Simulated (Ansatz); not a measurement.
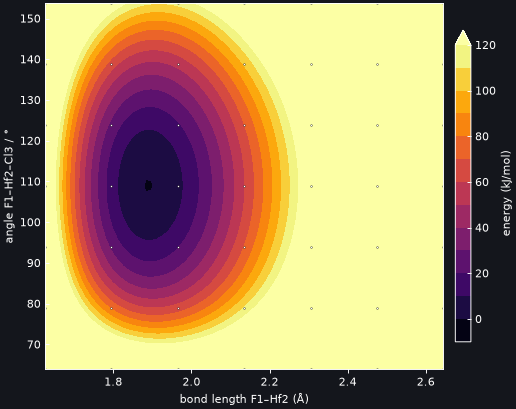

Cl3FHf, SMILES [F][Hf]([Cl])([Cl])[Cl]. The first coordinate is: bond length F1–Hf2; the second: angle F1–Hf2–Cl3. Nothing is relaxed (all other coordinates rigid). Grid: 7 × 7 points. Points are written as (first, second). Energies: kJ/mol, counted from the relaxed molecule at the same level. Method: RKS PBE0-D4/def2-SVP in Ansatz.

Drawn: filled contours, dots at the grid points, one colour for all values above the top of the scale. Between grid points the surface is interpolated.

### Where is the minimum, and how stiff is the well along each coordinate?

The interpolated minimum is at bond length F1–Hf2 ≈ 1.888 Å, angle F1–Hf2–Cl3 ≈ 109°. The curvatures there are about 32 eV/Å² and 3.7 eV/rad², with a cross term of about 0 eV/(Å·rad). Round the minimum the two coordinates are nearly uncoupled. (1 eV is 96.5 kJ/mol.)
